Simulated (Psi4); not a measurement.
# CH5BOSi (SMILES B[SiH2]C=O): CAM-B3LYP/def2-SVP

Aim: the energy change on altering one bond length of CH5BOSi at CAM-B3LYP/def2-SVP, from 2 runs. 

The calculation is run with Psi4 1.11.

## Step 1: The structure to begin with

The species is CH5BOSi (9 atoms), meant as a singlet with charge 0. As SMILES, `B[SiH2]C=O`. The shape is that of a PBE0-D4/def2-TZVP optimisation. This is one conformer, not always the lowest.

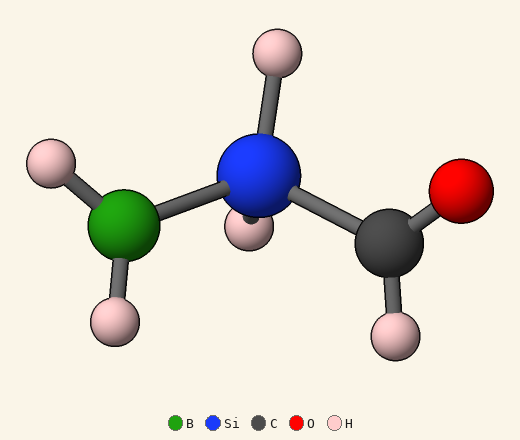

The structure, seen from a chosen angle (boron green, silicon blue, carbon dark grey, oxygen red, hydrogen pink).

## Step 2: The energy at CAM-B3LYP/def2-SVP

Contents of ch5bosi.inp:

```
memory 1600 MB

molecule {
  B     -0.950100     0.850000    -1.073100
  Si     0.610800    -0.206000    -0.386500
  C      0.330600    -0.553700     1.494500
  O      1.022800    -0.098400     2.365800
  H     -2.057600     0.518200    -0.767000
  H     -0.828800     1.799400    -1.786900
  H      1.958100     0.387600    -0.570700
  H      0.542000    -1.540900    -1.055900
  H     -0.539200    -1.202400     1.762900
  symmetry c1
}

set puream true
set scf_type pk
set dft_radial_points 99
set dft_spherical_points 590

e, wfn = energy('cam-b3lyp/def2-SVP', return_wfn=True)
```

Command:

```console
$ psi4 -i ch5bosi.inp -o ch5bosi.out -n 1
```

ch5bosi.out:

```text
[...]
  Running in c1 symmetry.
[...]
  Nuclear repulsion =  133.931017733936073
[...]
  Multiplicity = 1
[...]
  Nalpha       = 19
  Nbeta        = 19
[...]
    Number of basis functions: 85
[...]
   @RKS iter   1:  -430.23744062963578   -8.16896e-01   5.34153e-03 ADIIS/DIIS
[...]
   @RKS iter   9:  -430.33776731495789   -2.75657e-08   3.83705e-07 DIIS
[...]
    Orbital Energies [Eh]
    ---------------------
    Doubly Occupied:
       1A    -66.181382     2A    -19.220664     3A    -10.345893
       4A     -6.865484     5A     -5.356718     6A     -3.718978
       7A     -3.718545     8A     -3.717362     9A     -1.126308
      10A     -0.700708    11A     -0.622835    12A     -0.566824
      13A     -0.525281    14A     -0.483740    15A     -0.469690
      16A     -0.442427    17A     -0.410312    18A     -0.374062
      19A     -0.301400
[...]
  @RKS Final Energy:  -430.33776731495789
   => Energetics <=
    Nuclear Repulsion Energy =            133.9310177339360735
    One-Electron Energy =                -857.4657950170311551
    Two-Electron Energy =                 323.4330379673666584
    DFT Exchange-Correlation Energy =     -30.2360279992294494
    Empirical Dispersion Energy =           0.0000000000000000
    VV10 Nonlocal Energy =                  0.0000000000000000
    Total Energy =                       -430.3377673149578868
[...]
 Multipole Moments:
 ------------------------------------------------------------------------------------
     Multipole            Electronic (a.u.)      Nuclear  (a.u.)        Total (a.u.)
 ------------------------------------------------------------------------------------
 L = 1.  Multiply by 2.5417464519 to convert [e a0] to [Debye]
 Dipole X            :          0.7730173           -1.3020033           -0.5289860
 Dipole Y            :          0.4631767           -0.6078759           -0.1446992
 Dipole Z            :          2.1134425           -2.8435940           -0.7301515
 Magnitude           :                                                    0.9131732
[...]
```

It took 11 s on 1 thread of AMD EPYC 9R45 (Zen 5), shared host; peak memory 0.86 GiB.

## Step 3: The distorted shape, same level

Contents of job.inp:

```
memory 1600 MB

molecule geom {
  B     -1.503861     0.485759    -1.770142
  Si     0.057039    -0.570241    -1.083542
  C     -0.223161    -0.917941     0.797458
  O      1.022800    -0.098400     2.365800
  H     -2.611361     0.153959    -1.464042
  H     -1.382561     1.435159    -2.483942
  H      1.404339     0.023359    -1.267742
  H     -0.011761    -1.905141    -1.752942
  H     -1.092961    -1.566641     1.065858
  symmetry c1
}

set puream true
set scf_type pk
set dft_radial_points 99
set dft_spherical_points 590

energy("cam-b3lyp/def2-SVP")
```

Command:

```console
$ psi4 -i job.inp -o job.out -n 1
```

job.out:

```text
[...]
  Running in c1 symmetry.
[...]
  Nuclear repulsion =  117.493166758103271
[...]
  Multiplicity = 1
[...]
  Nalpha       = 19
  Nbeta        = 19
[...]
    Number of basis functions: 85
[...]
   @RKS iter   1:  -429.65013850204821   -1.04653e+00   9.72897e-03 DIIS/ADIIS
[...]
   @RKS iter  19:  -430.03570281364438   -4.70564e-08   7.55525e-07 DIIS
[...]
    Orbital Energies [Eh]
    ---------------------
    Doubly Occupied:
       1A    -66.212178     2A    -19.215936     3A    -10.390894
       4A     -6.887294     5A     -5.385330     6A     -3.748240
       7A     -3.747017     8A     -3.745903     9A     -0.885303
      10A     -0.759439    11A     -0.643388    12A     -0.573706
      13A     -0.470376    14A     -0.462932    15A     -0.424141
      16A     -0.402748    17A     -0.356258    18A     -0.306921
      19A     -0.302571
[...]
  @RKS Final Energy:  -430.03570281364438
   => Energetics <=
    Nuclear Repulsion Energy =            117.4931667581032713
    One-Electron Energy =                -824.5997157335589236
    Two-Electron Energy =                 307.0652882130883654
    DFT Exchange-Correlation Energy =     -29.9944420512770762
    Empirical Dispersion Energy =           0.0000000000000000
    VV10 Nonlocal Energy =                  0.0000000000000000
    Total Energy =                       -430.0357028136443773
[...]
 Multipole Moments:
 ------------------------------------------------------------------------------------
     Multipole            Electronic (a.u.)      Nuclear  (a.u.)        Total (a.u.)
 ------------------------------------------------------------------------------------
 L = 1.  Multiply by 2.5417464519 to convert [e a0] to [Debye]
 Dipole X            :          0.6608057           -1.7618000           -1.1009942
 Dipole Y            :          0.5254788           -0.9103111           -0.3848323
 Dipole Z            :          1.7142344           -3.4223592           -1.7081248
 Magnitude           :                                                    2.0683265
[...]
```

Wall time 17 s (1 thread of AMD EPYC 9R45 (Zen 5), shared host); peak memory 0.84 GiB.

## Step 4: Summary of results

Level: CAM-B3LYP/def2-SVP.

| quantity | value |
| --- | --- |
| first shape: total energy | -430.33777 Eh |
| first shape: dipole moment | 2.32 D |
| first shape: HOMO energy | -8.20 eV |
| first shape: LUMO energy | -1.58 eV |
| first shape: HOMO–LUMO gap | 6.62 eV |
| distorted shape: total energy | -430.03570 Eh |
| distorted shape: dipole moment | 5.26 D |
| distorted shape: HOMO energy | -8.23 eV |
| distorted shape: LUMO energy | -3.23 eV |
| distorted shape: HOMO–LUMO gap | 5.01 eV |
| energy change with the C3–O4 bond stretched from 1.202 to 2.164 Å | 8.220 eV |

What this shows: With the C3–O4 bond stretched from 1.202 to 2.164 Å the energy rises by 8.22 eV (793 kJ/mol). The first shape isn't relaxed at this level, so the change isn't measured from a minimum. A restricted reference can't describe the breaking bond well at this length.
